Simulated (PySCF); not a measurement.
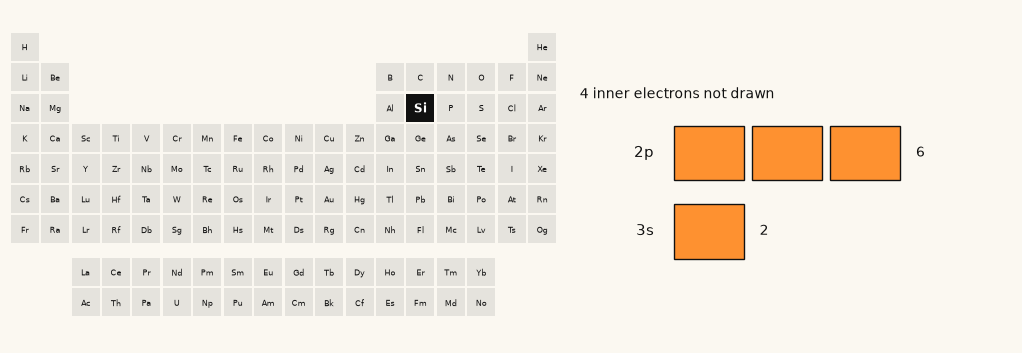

Figure 1. Left, the place of silicon in the periodic table; right, the outer shells of the nominal configuration: a box for each of the 2l + 1 orbitals, shaded by the share of the shell that is filled, with the electron count at the right.

Atomic calculation for Si²⁺

- system: Si²⁺, configuration 1s2 2s2 2p6 3s2, multiplicity 1.
- method: unrestricted PBE, def2-SVP, non-relativistic, point nucleus (PySCF)

**Input file**
```python
from pyscf import gto, scf, dft, mp, cc
import basis_set_exchange as bse
mol = gto.M(atom="Si 0 0 0", charge=2, spin=0, symmetry="D2h",
            basis=gto.basis.parse(bse.get_basis("def2-SVP", elements=["Si"], fmt="nwchem", header=False)))
mf = dft.UKS(mol, xc="PBE")
mf.irrep_nelec = {'Ag': (3, 3), 'B1u': (1, 1), 'B2u': (1, 1), 'B3u': (1, 1)}
mf.kernel()
```

The script is an equivalent of what the driver set up; the driver started from orbitals of its own, so the log can be shorter than this script's would be, and it computed the properties (radii, ⟨L²⟩, response) afterwards. It also set what the script leaves out: hgrid = 0.5. It held the occupations shell by shell, which the script's counts by irreducible representation don't always enforce.

Hardware: 1 thread of Arm Neoverse V2, 23 GiB of memory available, shared host.

The run was one of a batch that the task file lists, launched with:
```bash
OMP_NUM_THREADS=1 python <driver script> TASK.json OUT
```

**Log (extracts)**
```
damping factor = 0
level_shift factor = 0
DIIS = <class 'pyscf.scf.diis.CDIIS'>
diis_start_cycle = 1
diis_space = 10
diis_damp = 0
SCF conv_tol = 1e-09
SCF conv_tol_grad = None
number electrons alpha = 6  beta = 6
XC functionals = PBE
    J. P. Perdew, K. Burke, and M. Ernzerhof.,  Phys. Rev. Lett. 77, 3865 (1996)
    J. P. Perdew, K. Burke, and M. Ernzerhof.,  Phys. Rev. Lett. 78, 1396 (1997)
    J. P. Perdew, K. Burke, and M. Ernzerhof.,  Phys. Rev. Lett. 77, 3865 (1996)
    J. P. Perdew, K. Burke, and M. Ernzerhof.,  Phys. Rev. Lett. 78, 1396 (1997)
cycle= 1 E= -288.245399208314  delta_E= -0.00157  |g|= 0.0119  |ddm|= 0.0748
cycle= 2 E= -288.245429795971  delta_E= -3.06e-05  |g|= 0.00233  |ddm|= 0.0118
cycle= 3 E= -288.245431126938  delta_E= -1.33e-06  |g|= 2.46e-05  |ddm|= 0.00301
cycle= 4 E= -288.245431127239  delta_E= -3.01e-10  |g|= 2.27e-08  |ddm|= 8.87e-05
converged SCF energy = -288.245431127239  <S^2> = 3.5527137e-15  2S+1 = 1
```

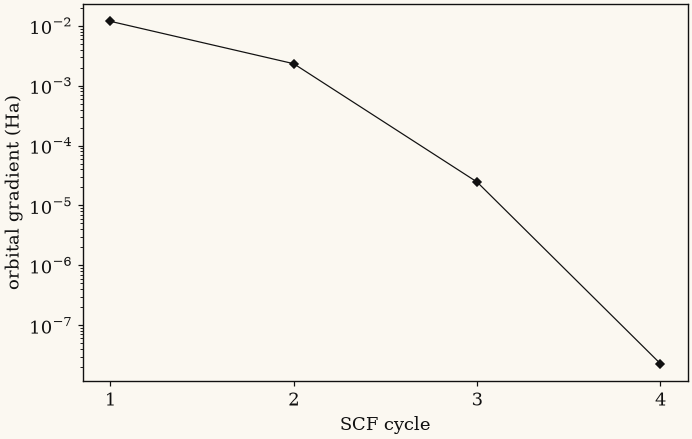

Figure 2. Convergence: orbital gradient against the SCF cycle. The residual falls at every step. It goes from 0.012 to 2.3×10⁻⁸ in 4 steps.

**What the run reported**

| quantity | value |
| --- | --- |
| outcome | converged |
| total energy | −288.245431 hartree |
| kinetic energy | 287.342824 hartree |
| SCF iterations | 4 |

**What is odd here**

This input holds a deliberate oddity: grid misses charge; radial grid too coarse. The program ran to the end. Its numbers are those of this setting; this run alone doesn't show how far the oddity moves them.
